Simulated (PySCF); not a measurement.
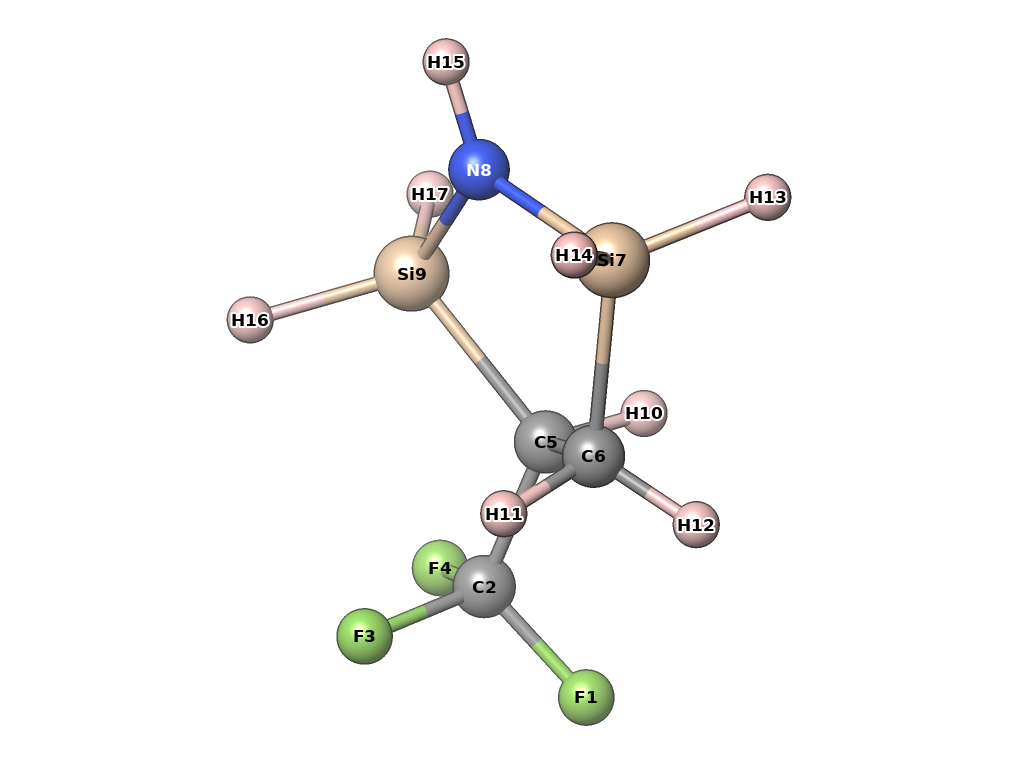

C5 lies behind C6. The molecule seen a little off the C6–C5 bond, C6 in front. Distant atoms are faded towards the background colour. The computed structure is the end point of a PBE0-D3(BJ)/def2-SVP optimisation. No frequency run is at hand to confirm it as a minimum.

**What is the torsion angle Si7–C6–C5–Si9? The sign is positive where the front bond must turn clockwise to cover the back bond.**

−36°, synclinal (gauche).
